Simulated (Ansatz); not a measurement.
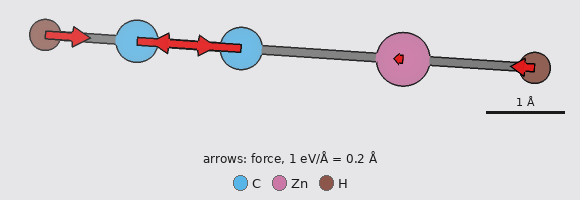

Starting geometry of C₂H₂Zn with the computed forces as red arrows. Style: ball-and-stick. Shown at a tilt.

It is one of the separated reactants of a reaction.

Computed with RKS PBE-D4/def2-SVP in Ansatz.

The input:
```yaml
crystal:
  periodic: [false, false, false]
  atoms:
    - {symbol: C, position_ang: [-1.657354, -0.590818, -0.041094]}
    - {symbol: C, position_ang: [-0.379760, -0.138255, -0.008077]}
    - {symbol: Zn, position_ang: [1.604789, 0.570470, 0.040541]}
    - {symbol: H, position_ang: [-2.783040, -0.989041, -0.070433]}
    - {symbol: H, position_ang: [3.215365, 1.147644, 0.079063]}
basis:
  gaussian: {orbitals: def2-SVP}
hamiltonian: {xc: pbe, dispersion: d4}
relax: {f_tol: 0.03, max_steps: 250}
```

Launched with:
```bash
ansatz run in.yaml --threads 2 --pin off --events-out ev --progress --plain --max-ram 4352MiB
```

Is this structure relaxed? If not, where do the atoms go?

Answer. It isn't relaxed: the largest force vector, on C2, is 5.97 eV/Å. The final displacements follow the starting forces only in part (cosine between the two patterns 0.48). H5 moves most after the best rigid fit: 0.35 Å. Largest moves by element: H 0.35 Å, C 0.18 Å, Zn 0.17 Å. Some distances before and after: C2–Zn3 2.108 → 1.887 Å, Zn3–H5 1.711 → 1.534 Å, C1–C2 1.356 → 1.232 Å, C1–H4 1.194 → 1.083 Å. Over 4 geometry steps the energy falls by 118.5 kJ/mol. Largest force component: 5.6 eV/Å at the start, 0.011 eV/Å at the end.
